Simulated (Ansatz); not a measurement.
# C₂H₉AlSSi: one species, many methods

Aim: compute C₂H₉AlSSi with functionals from several rungs and with coupled cluster. The yardstick is the atomisation energy at the CCSD(T) limit.

Method: functionals in def2-TZVPP, the program's frozen cores in correlated methods; program: Ansatz 0.2.0, Gaussian basis.

Plan: PBE-D4, r2SCAN-D4, PBE0-D4, B3LYP-D4, ωB97X-V, ωB97M-V, B2PLYP; CCSD(T)/def2-TZVPP; MP2/def2-QZVPP; extrapolation to the limit.

**1. Structure used throughout**

The geometry comes from an earlier relaxation with PBE0-D4 in a triple-zeta def2 set; it is a stationary point, not always the lowest conformer.

14 atoms, charge 0, spin multiplicity 1.

Atoms are counted from 1 here; the program's logs count them from 0.

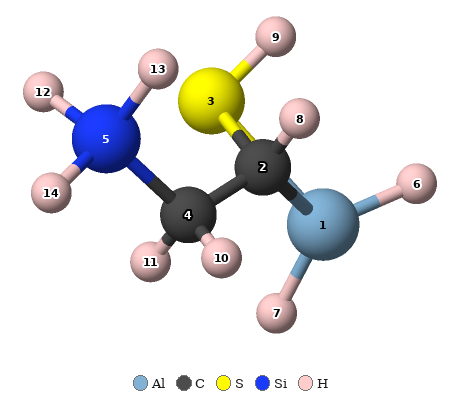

The geometry (aluminium light blue, carbon dark grey, sulfur yellow, silicon blue, hydrogen pink); atoms are numbered from 1 in the order of the file.

**2. PBE-D4 (GGA)**

Contents of in.yaml:

```yaml
crystal:
  periodic: [false, false, false]
  atoms:
    - {symbol: Al, position_ang: [-1.192326, 2.048162, 0.703979]}
    - {symbol: C, position_ang: [0.150696, 0.691851, 0.231504]}
    - {symbol: S, position_ang: [-0.628386, -0.102843, 1.754445]}
    - {symbol: C, position_ang: [-0.015173, -0.226713, -0.968235]}
    - {symbol: Si, position_ang: [0.903671, -1.872797, -0.883571]}
    - {symbol: H, position_ang: [-0.779140, 3.214676, 1.696730]}
    - {symbol: H, position_ang: [-2.590766, 1.935501, -0.034770]}
    - {symbol: H, position_ang: [1.200044, 0.856136, 0.475272]}
    - {symbol: H, position_ang: [0.155288, 0.481192, 2.675617]}
    - {symbol: H, position_ang: [0.358217, 0.313872, -1.846061]}
    - {symbol: H, position_ang: [-1.075419, -0.412468, -1.177017]}
    - {symbol: H, position_ang: [0.277286, -2.810002, 0.084688]}
    - {symbol: H, position_ang: [2.309899, -1.624680, -0.460459]}
    - {symbol: H, position_ang: [0.913108, -2.520987, -2.223522]}
basis:
  gaussian: {orbitals: def2-TZVPP}
hamiltonian: {xc: pbe, dispersion: d4}
output: {forces: true, orbitals: {seedname: orbitals}}
```

On the command line:

```sh
$ ansatz run in.yaml --threads 4 --pin off --events-out ev --progress --plain --max-ram 10444MiB
```

Further steps of the session: r2SCAN-D4 (meta-GGA); PBE0-D4 (hybrid); B3LYP-D4 (hybrid); ωB97X-V (range-separated); ωB97M-V (range-separated); B2PLYP (double hybrid); CCSD(T) in def2-TZVPP; MP2 in def2-QZVPP.

Q: Predict the results of all the runs planned. Wanted: atomisation energy, CCSD(T)/CBS; farthest; mean size of error, hybrid; mean size of error, range-separated; gap, smallest and largest; T1 diagnostic; triples share of the correlation energy.

**Answer**, as computed:

| quantity | value |
| --- | --- |
| atomisation energy, CCSD(T)/CBS | 4531.1 kJ/mol |
| functionals within 22.7 kJ/mol (0.5 %) | PBE-D4, r2SCAN-D4, PBE0-D4, B3LYP-D4, ωB97X-V, ωB97M-V |
| farthest | B2PLYP (-75.1 kJ/mol) |
| mean size of error, hybrid | 14.7 kJ/mol |
| mean size of error, range-separated | 18.2 kJ/mol |
| gap, smallest and largest | 4.38 eV (PBE-D4), 10.55 eV (ωB97X-V) |
| T1 diagnostic | 0.0116 |
| triples share of the correlation energy | 4.0 % |

In words: PBE-D4 is off by +17.0 kJ/mol. Double hybrids carry the basis error of their MP2 part in triple zeta, and no dispersion term here, so their miss is partly the set-up's. Misses under about 22.7 kJ/mol are within the doubt on the reference itself, which lacks core-valence correlation, relativity and higher excitations. Hartree-Fock recovers 74 % of the binding; the rest is correlation. Orbital gaps span 4.4 to 10.6 eV; exact exchange widens them.
